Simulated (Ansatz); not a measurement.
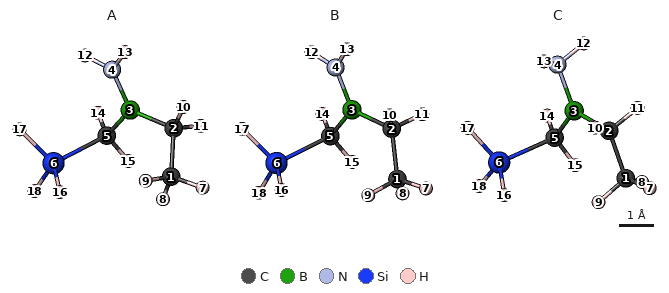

3 geometries from a converged minimum-energy path of C$_{3}$H$_{12}$BNSi, shuffled. A ball-and-stick model, seen at a tilt.

These are results of RKS B3LYP/6-31G* (Ansatz 0.2.0), not measurements. Set-up: 5 movable images; climbing image; force threshold 0.03 eV/Å; iteration limit 55; starting path by image-dependent pair potential.

### Which frame is the top of the path?

C. In order along the path, whose images run from 0 to 6: C (image 3, +1.07 eV), B (image 5, +0.01 eV), A (image 6, 0.00 eV). The motion is an umbrella inversion at N4. No bond forms or breaks between the ends. Bond angles that change up to the highest image, for instance: B3–N4–H13 123.9° → 109.4°, B3–N4–H12 122.9° → 109.1°.

Cost: 7.3 min on 2 threads of Arm Neoverse V2 (shared host), peak memory 0.3 GiB.
